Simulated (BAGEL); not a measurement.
# CH4S2 (methyl hydrodisulfide) at HF/3-21G (density fitting with qzvpp-jkfit)

Aim: the vertical singlet–triplet gap of CH4S2 (methyl hydrodisulfide) at HF/3-21G (density fitting with qzvpp-jkfit), from 2 runs. 

Program for the calculation: BAGEL 1.2.2.

## Step 1: The system as given

CH4S2 has 7 atoms, charge 0, and is taken as a singlet. SMILES: `CSS`. The shape is that of a PBE0-D4/def2-TZVP optimisation. This is one conformer, not always the lowest.

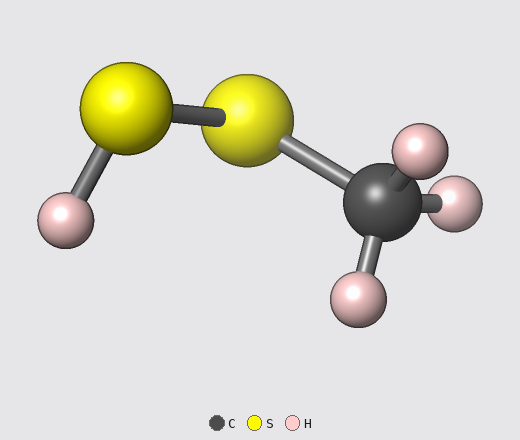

The structure, seen from a chosen angle (carbon dark grey, sulfur yellow, hydrogen pink).

## Step 2: A single-point energy at HF/3-21G (density fitting with qzvpp-jkfit)

File calc.json:

```json
{ "bagel" : [

{
  "title" : "molecule",
  "basis" : "3-21g",
  "df_basis" : "qzvpp-jkfit",
  "angstrom" : true,
  "geometry" : [
    { "atom" : "C", "xyz" : [      -0.757700,       0.531000,      -0.254500 ] },
    { "atom" : "S", "xyz" : [       0.410700,       0.313400,       1.100600 ] },
    { "atom" : "S", "xyz" : [       1.938900,      -0.712100,       0.227800 ] },
    { "atom" : "H", "xyz" : [      -1.170500,      -0.425600,      -0.574100 ] },
    { "atom" : "H", "xyz" : [      -0.285300,       1.039300,      -1.094100 ] },
    { "atom" : "H", "xyz" : [      -1.562500,       1.156200,       0.139800 ] },
    { "atom" : "H", "xyz" : [       1.487600,      -1.970200,       0.408600 ] }
  ]
},

{ "title" : "hf" },

{ "title" : "print", "file" : "orbitals.molden", "orbitals" : true }

]}
```

Launch:

```sh
$ BAGEL_NUM_THREADS=1 BAGEL calc.json > calc.out
```

The log of the run:

```text
* using 1 threads per process

  ===============================================================
  ===============================================================

  *** Geometry ***

  { "atom" : "C", "xyz" : [     -1.431845,      1.003445,     -0.480935 ] },
  { "atom" : "S", "xyz" : [      0.776111,      0.592240,      2.079833 ] },
  { "atom" : "S", "xyz" : [      3.663990,     -1.345674,      0.430480 ] },
  { "atom" : "H", "xyz" : [     -2.211924,     -0.804267,     -1.084892 ] },
  { "atom" : "H", "xyz" : [     -0.539139,      1.963992,     -2.067549 ] },
  { "atom" : "H", "xyz" : [     -2.952697,      2.184901,      0.264184 ] },
  { "atom" : "H", "xyz" : [      2.811157,     -3.723138,      0.772142 ] },

  Number of auxiliary basis functions:      403

  Since a DF basis is specified, we compute 2- and 3-index integrals:
    o Being stored without compression. Storage requirement is 0.006 GB

  Number of basis functions:       43
  Number of electrons      :       42

    * METHOD: MOLECULE                             0.15

  *** RHF ***

  === Nuclear Repulsion ===
   150.1456124307

      * DIIS with orbital gradients will be used.

  === RHF iteration (3-21g) ===
      0       -831.03322942          0.01182609           0.03
      1       -831.06331409          0.00252332           0.03
      2       -831.06491416          0.00107266           0.03
      3       -831.06513126          0.00011650           0.03
      4       -831.06514065          0.00002630           0.03
      5       -831.06514118          0.00000699           0.03
      6       -831.06514121          0.00000197           0.03
      7       -831.06514122          0.00000047           0.03
      8       -831.06514122          0.00000014           0.03
      9       -831.06514122          0.00000005           0.03
     10       -831.06514122          0.00000002           0.03
     11       -831.06514122          0.00000001           0.03
    * SCF iteration converged.

    * Permanent dipole moment:
           (    0.787720,     0.340343,     0.480502) a.u.

    * METHOD: HF                                   0.46

    * METHOD: PRINT                                0.00

  ===============================================================
```

Wall time 0.97 s (1 thread of Intel Xeon Platinum 8259CL at 2.50GHz (Skylake/Cascade Lake), shared host); peak memory 0.08 GiB.

## Step 3: The triplet at the same level

File input.json:

```json
{ "bagel" : [

{
  "title" : "molecule",
  "basis" : "3-21g",
  "df_basis" : "qzvpp-jkfit",
  "angstrom" : true,
  "geometry" : [
    { "atom" : "C", "xyz" : [      -0.757700,       0.531000,      -0.254500 ] },
    { "atom" : "S", "xyz" : [       0.410700,       0.313400,       1.100600 ] },
    { "atom" : "S", "xyz" : [       1.938900,      -0.712100,       0.227800 ] },
    { "atom" : "H", "xyz" : [      -1.170500,      -0.425600,      -0.574100 ] },
    { "atom" : "H", "xyz" : [      -0.285300,       1.039300,      -1.094100 ] },
    { "atom" : "H", "xyz" : [      -1.562500,       1.156200,       0.139800 ] },
    { "atom" : "H", "xyz" : [       1.487600,      -1.970200,       0.408600 ] }
  ]
},

{
  "title" : "uhf",
  "nopen" : 2
},

{
  "title" : "print",
  "file" : "orbitals.molden",
  "orbitals" : true
}

]}
```

Launch:

```sh
$ BAGEL_NUM_THREADS=1 BAGEL input.json > input.out
```

The log of the run:

```text
* using 1 threads per process

  ===============================================================
  ===============================================================

  *** Geometry ***

  { "atom" : "C", "xyz" : [     -1.431845,      1.003445,     -0.480935 ] },
  { "atom" : "S", "xyz" : [      0.776111,      0.592240,      2.079833 ] },
  { "atom" : "S", "xyz" : [      3.663990,     -1.345674,      0.430480 ] },
  { "atom" : "H", "xyz" : [     -2.211924,     -0.804267,     -1.084892 ] },
  { "atom" : "H", "xyz" : [     -0.539139,      1.963992,     -2.067549 ] },
  { "atom" : "H", "xyz" : [     -2.952697,      2.184901,      0.264184 ] },
  { "atom" : "H", "xyz" : [      2.811157,     -3.723138,      0.772142 ] },

  Number of auxiliary basis functions:      403

  Since a DF basis is specified, we compute 2- and 3-index integrals:
    o Being stored without compression. Storage requirement is 0.006 GB

  Number of basis functions:       43
  Number of electrons      :       42

    * METHOD: MOLECULE                             0.19

  *** Open-shell HF ***

  === Nuclear Repulsion ===
   150.1456124307

      * DIIS with orbital gradients will be used.

  === UHF iteration (3-21g) ===
      0       -830.85409799          0.02468949           0.06
      1       -830.90477976          0.00617749           0.05
      2       -830.91099216          0.00260589           0.05
      3       -830.91243217          0.00123351           0.06
      4       -830.91300572          0.00040683           0.08
      5       -830.91312107          0.00016338           0.09
      6       -830.91314337          0.00007184           0.09
      7       -830.91315001          0.00003502           0.09
      8       -830.91315257          0.00001467           0.09
      9       -830.91315298          0.00000699           0.08
     10       -830.91315307          0.00000355           0.09
     11       -830.91315308          0.00000235           0.08
     12       -830.91315309          0.00000174           0.05
     13       -830.91315309          0.00000121           0.05
     14       -830.91315309          0.00000064           0.06
     15       -830.91315309          0.00000031           0.05
     16       -830.91315309          0.00000018           0.05
     17       -830.91315309          0.00000010           0.05
     18       -830.91315309          0.00000005           0.06
     19       -830.91315309          0.00000003           0.05
     20       -830.91315309          0.00000002           0.05
     21       -830.91315309          0.00000001           0.05
     22       -830.91315309          0.00000001           0.05
    * SCF iteration converged.

    * S^2 (UHF) is 2.0124

    * Permanent dipole moment:
           (    1.602929,    -0.142175,     0.153332) a.u.

    * METHOD: UHF                                  1.59

    * METHOD: PRINT                                0.00

  ===============================================================
```

It took 2.1 s on 1 thread of Intel Xeon Platinum 8259CL at 2.50GHz (Skylake/Cascade Lake), shared host; peak memory 0.08 GiB.

## Step 4: Outcome

At HF/3-21G (density fitting with qzvpp-jkfit):

| quantity | value |
| --- | --- |
| singlet: total energy | -831.06514 Eh |
| singlet: dipole moment | 2.50 D |
| singlet: HOMO energy | -10.11 eV |
| singlet: LUMO energy | 3.10 eV |
| singlet: HOMO–LUMO gap | 13.21 eV |
| triplet: total energy | -830.91315 Eh |
| triplet: dipole moment | 4.11 D |
| triplet: ⟨S²⟩ | 2.012 |
| vertical energy of the triplet above the singlet | 4.136 eV |

In words: At this shape the triplet lies 4.14 eV (95 kcal/mol) above the singlet.
